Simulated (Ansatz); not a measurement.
Take KTaO$_{3}$ in the cubic perovskite structure (space group Pm-3m, No. 221; a = 4.0244 Å) as the base.

It is then changed as follows: a hydrostatic pressure of 4.2 GPa.

Level of theory: Ansatz (an electronic-structure program), PBE, PAW, cutoff 420 eV, no spin-orbit coupling.

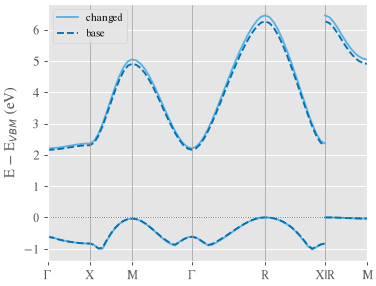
Fig. 1. Highest valence and lowest conduction band along the path, each from its own valence-band maximum

Problem. Read the changed gap and its character from the plot.

Solution. About 2.2 eV, indirect, R → Γ.

With Ta present, leaving out spin-orbit coupling can change the band edges. Load acts through the strain it causes; cell and atoms are relaxed under it. No phonon test of stability was made.
